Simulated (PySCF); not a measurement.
## Electronic structure of Br$_{2}$GeH$_{6}$Si$_{2}$ (SMILES Br[SiH2][SiH2][GeH2][Br]) in real space

The calculation's input:

```
{"job": {"kind": "uv", "xc": "B3LYP", "basis": "def2-SVPD", "nstates": 8, "ntriplets": 3}, "charge": 0, "multiplicity": 1}
Br    -3.560606     0.358048    -1.170977
Si    -1.663779     0.867929    -0.109951
Si    -0.125378    -0.790848    -0.671202
Ge     1.904509    -0.435076     0.504485
Br     1.622266     1.313753     1.989446
H     -1.348032     2.202349    -0.610245
H     -2.060843     0.932632     1.291459
H      0.217309    -0.792669    -2.096429
H     -0.574542    -2.142635    -0.322895
H      3.149735     0.015024    -0.253374
H      2.444786    -1.525837     1.423720
```

Run with:

```sh
OMP_NUM_THREADS=1 python probes_run.py task.json out
```

Geometry: GFN2-xTB.

Theory: PySCF, B3LYP/def2-SVPD, SCF density, gas phase.

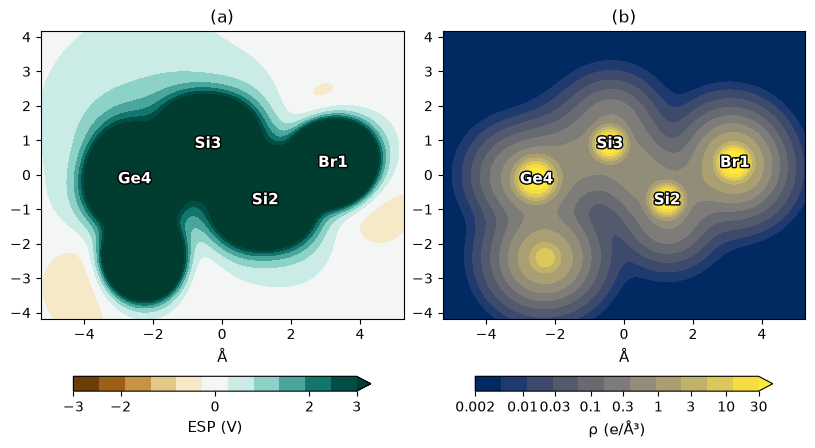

Figure 1. (a) electrostatic potential; (b) total electron density on the plane of atoms Br1, Si2 and Si3.

### Read the bonding off the picture.

- The section cuts through Br, Si and Ge sites.
- Si–Br (2.23 Å): ρ at the midpoint is about 0.74 e/Å³.
- Si–Si (2.33 Å): ρ at the midpoint is about 0.66 e/Å³.
- Si–Ge (2.37 Å): the density is about 0.61 e/Å³ at the midpoint.
- Outside the dense part of the molecule the potential is most negative (−0.5 V) near Br5, which lies off the plane.

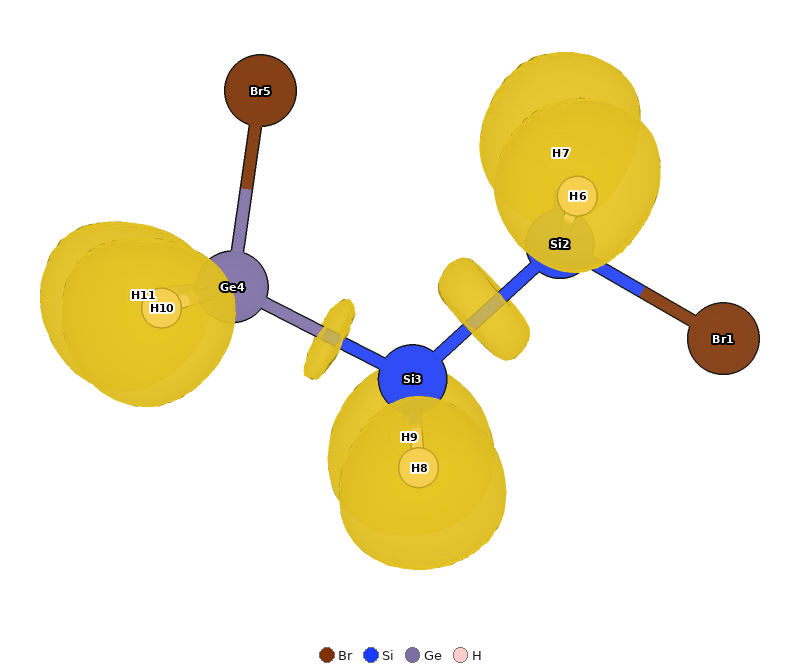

Figure 2. Isosurface of the ELF at 0.9 (yellow), seen across its widest extent. Core shells and regions of very low density are left out.

### Where are the electrons localised?

The surface consists of one region between bonded Ge–Si atoms (shared pairs), one region between bonded Si–Si atoms (shared pairs) and six regions around hydrogen nuclei. Profiles from the grid: Si–Br (2.23 Å): the ELF peaks at about 0.85 between the atoms, as expected for a polar covalent bond. Ge–Br (2.31 Å): the ELF peaks at about 0.80 in the valence shell of Br, 1.0 Å from its nucleus, and is about 0.70 at the midpoint.

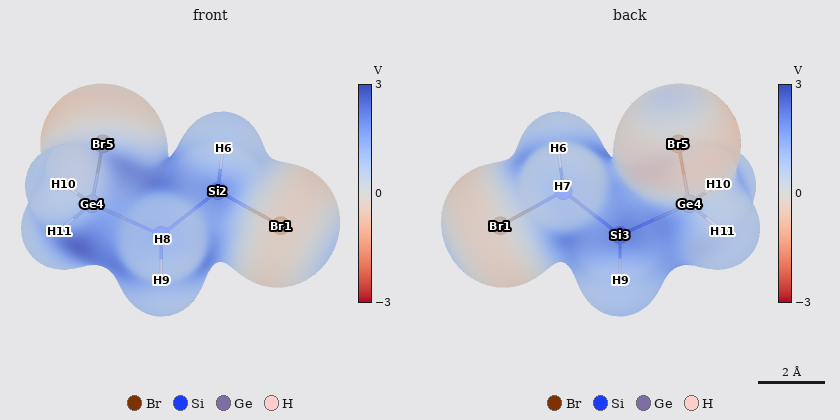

Figure 3. The molecular electrostatic potential painted on the density surface at 0.004 e/bohr³, seen from the front and from behind; red is negative and blue positive.

### Which sites attract a positive test charge, and which a negative one?

A positive charge is drawn to the negative regions and a negative charge to the positive ones. The most negative region (about −0.5 V) lies over Br5, the most positive (about +2.6 V) over Ge4. Br1 shows a σ-hole: about +0.7 V at the tip opposite its bond, against about −0.3 V on its flanks. Br5 shows a σ-hole: about +0.6 V at the tip opposite its bond, against about −0.2 V on its flanks.

### What dipole moment does the calculation give?

Its dipole moment is 1.83 D.
